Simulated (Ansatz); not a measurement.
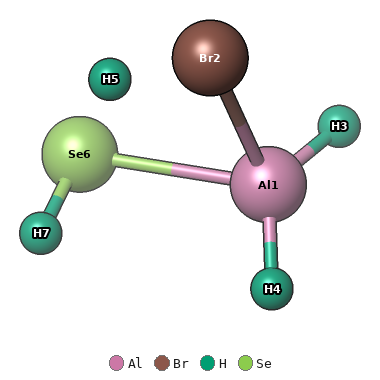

The system is the reacting system AlBrH₄Se; the picture shows the reference structure. The first coordinate is: distance Br2–H5 (bond that forms); the second: distance H5–Se6 (bond that breaks). Relaxed at each point: all other coordinates. The scan uses an 8 × 8 grid. Points are written as (first, second). All energies are given in kcal/mol relative to the lowest grid point. The reference is spin-restricted, so regions where a bond is pulled apart into radicals lie too high. Theory: RKS BHLYP-D4/def2-SVP in Ansatz 0.2.0.

Its coordinates:

```xyz
7

Al   -0.6305   -0.9678    0.1170
Br    1.6843   -0.7938   -1.4722
H    -1.8033   -1.3209   -0.8441
H    -0.2028   -1.5166    1.5106
H     0.9540    0.9708   -0.9014
Se   -0.4457    1.8402    0.2149
H     0.4440    1.7883    1.3752
```

Range: distance Br2–H5 (bond that forms) from 1.359 to 3.159 Å; distance H5–Se6 (bond that breaks) from 1.359 to 2.559 Å.

### Predict the map.

The lowest grid point is at (3.159 Å, 1.464 Å). It lies at the edge of the scanned range, so the true minimum may lie outside. Other grid points that lie below all their neighbours: (1.517 Å, 2.349 Å) (20 kcal/mol higher). The highest grid point, (1.359 Å, 1.359 Å), lies 96 kcal/mol above the lowest. On the interpolated surface the lowest path from the side where the first distance is long, (3.159 Å, 1.464 Å), to the side where the second distance is long, about (1.44 Å, 2.56 Å), has its top at about (1.57 Å, 2.01 Å), about 20 kcal/mol above the start and 1.4 kcal/mol above the end.

```csv
"second ↓, first →",1.359,1.517,1.735,1.983,2.253,2.541,2.844,3.159
2.559,20,20,33,50,65,75,79,81
2.349,22,20,30,43,55,62,65,66
2.147,25,20,26,35,43,47,49,49
1.955,30,21,21,26,30,32,32,32
1.775,38,24,18,17,18,17,17,16
1.610,52,31,18,12,8,7,5,5
1.464,73,45,24,12,6,3,1,0
1.359,96,61,34,19,11,7,4,3
```

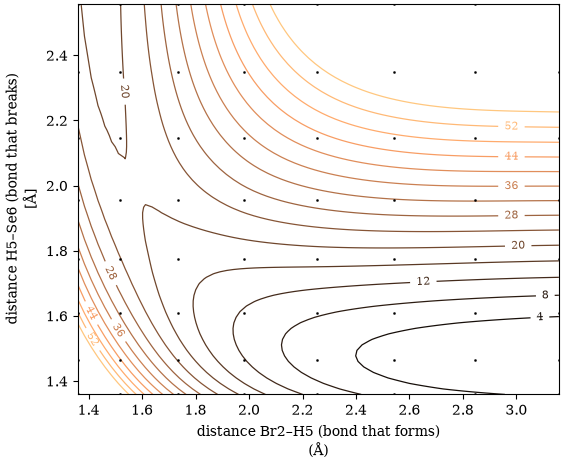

The picture shows contour lines labelled in kcal/mol (none above 56), dots at the grid points. Between grid points the surface is interpolated.

Time for the 64 points that were run: 22 min on 1 thread of Arm Neoverse V1, on a shared host.
